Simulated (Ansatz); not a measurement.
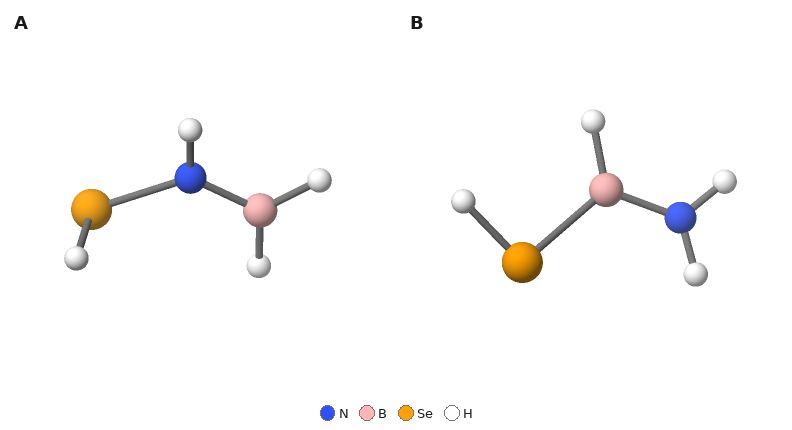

2 stationary structures of one formula. Geometries: PBE0-D4/def2-TZVP. Electronic energies: RHF-CCSD(T) (frozen core)/def2-TZVPP (Ansatz 0.2.0), without zero-point energy. No frequency run is at hand to confirm each as a minimum. Each is one conformer, not always the lowest.

Question: Which is lowest in energy, and by how much?

Answer: B is lowest (Cs); A lies 37.9 kcal/mol above it (C1).
